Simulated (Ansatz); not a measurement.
The cell whose phonons are given is a generated cell of CsPbCl3: the first start was made by placing the elements on the sites of a structure type, and the end was not matched to a known phase here, so it may be hypothetical. Known forms of CsPbCl3 include space group No. 221.

Phonons of a relaxed structure of CsPbCl3 by density-functional perturbation theory (low response-accuracy setting, no LO–TO term) at the zone centre. These are PBEsol (plane waves to 420 eV, PAW, scalar-relativistic; Ansatz, an electronic-structure program) values and carry that method's errors. Γ-centred k-mesh 4×4×4, Fermi–Dirac smearing 0.05 eV.

```xyz
10
Lattice="3.9840 2.3001 6.3170 -3.9840 2.3001 6.3170 0.0000 -4.6003 6.3170" Properties=species:S:1:pos:R:3 pbc="T T T"
Cs     0.0000     0.0000     5.1176
Cs     0.0000     0.0000    14.5931
Pb     0.0000     0.0000     0.2012
Pb     0.0000     0.0000     9.6768
Cl     2.1970     0.6658     8.0203
Cl    -1.6751     1.5698     8.0203
Cl    -0.5219    -2.2356     8.0203
Cl     0.5219     2.3647    11.1788
Cl    -2.3088    -0.7304    11.1788
Cl     1.7869    -1.6343    11.1788
```

Space group R3c (No. 161).

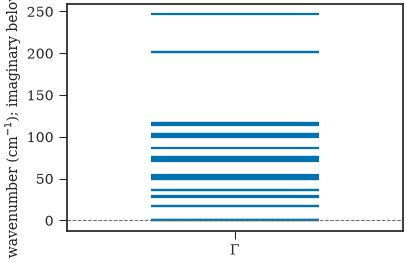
Phonon wavenumbers at the sampled wavevectors

Task: Is the structure stable at these points, and where is the highest mode?

Result: No instability shows at these points (nothing beyond 15i cm⁻¹, the threshold used here). Other wavevectors were not sampled, so this does not prove stability. The highest mode lies near 245 cm⁻¹.

```csv
q,wavenumbers (cm⁻¹; i marks imaginary)
Γ,"0 (×3), 17 (×2), 28, 29, 36 (×2), 49 (×2), 52 (×2), 54, 72, 74, 76 (×2), 87, 99, 102 (×2), 104 (×2), 114, 117 (×2), 201 (×2), 247"
```

No spin polarisation in the result.
